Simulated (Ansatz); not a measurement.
System: O₂, triplet.

Kohn-Sham orbital energies near the frontier (alpha spin), PBE0/def2-TZVPP with the Ansatz code 0.2.0, at a PBE0-D4/def2-TZVP geometry (a minimum by its frequencies), isolated molecule; empty levels in grey, levels within 0.03 eV side by side.

Question: Where do the highest filled and lowest empty alpha orbitals lie?

Answer: HOMO at −8.84 eV, LUMO at 5.19 eV, 14.04 eV apart.

Question: Is the HOMO or the LUMO degenerate, or nearly so?

Answer: The HOMO is one of 2 levels that coincide within 0.005 eV and the LUMO stands alone.

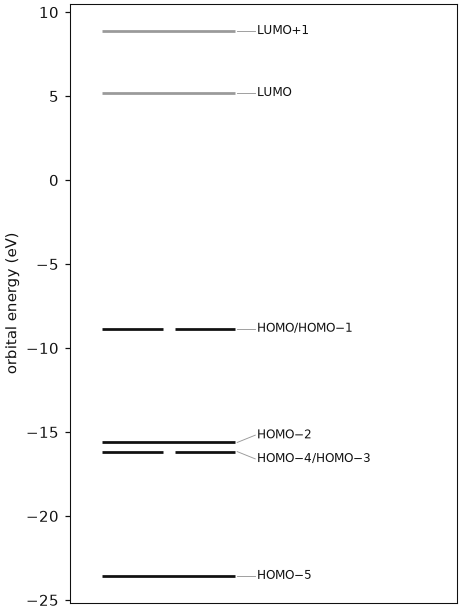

Known limits of this run: other spin states weren't compared here; empty levels above zero depend strongly on the basis.
